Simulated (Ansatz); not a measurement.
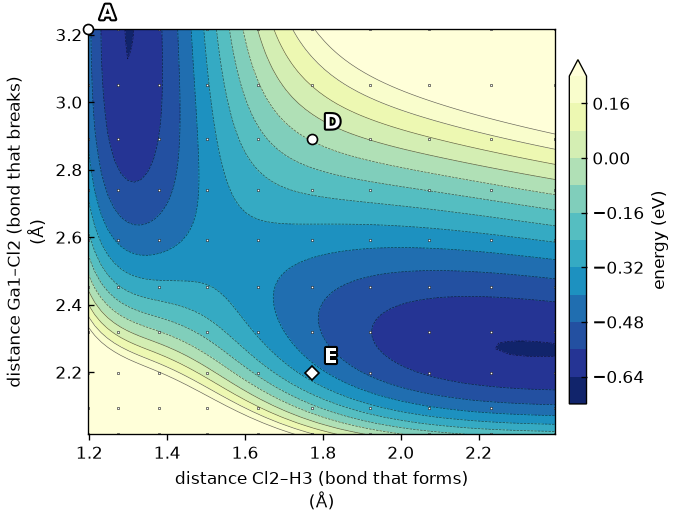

The reacting system Cl2GaH. First axis: distance Cl2–H3 (bond that forms). Second axis: distance Ga1–Cl2 (bond that breaks). Relaxed at each point: all other coordinates. The grid has 10 × 10 points. Points are written as (first, second). Energies: eV, counted from a guessed transition structure relaxed with its forming and breaking bonds held. The reference is spin-restricted, so regions where a bond is pulled apart into radicals lie too high. Level of theory: Ansatz, RKS CAM-B3LYP-D4/def2-SVP.

The picture shows filled contours, dots at the grid points, one colour for all values above the top of the scale, lettered points. Between grid points the surface is interpolated.

Is D the lowest point of the computed grid?

No. D lies 0.56 eV above the lowest grid point, which is at (1.274 Å, 3.216 Å).

What kind of point is each of D, E: minimum, saddle, maximum or slope?

D: on a slope; E: on a slope. (In these two coordinates alone; a stationary point may lie a little off the grid point.)
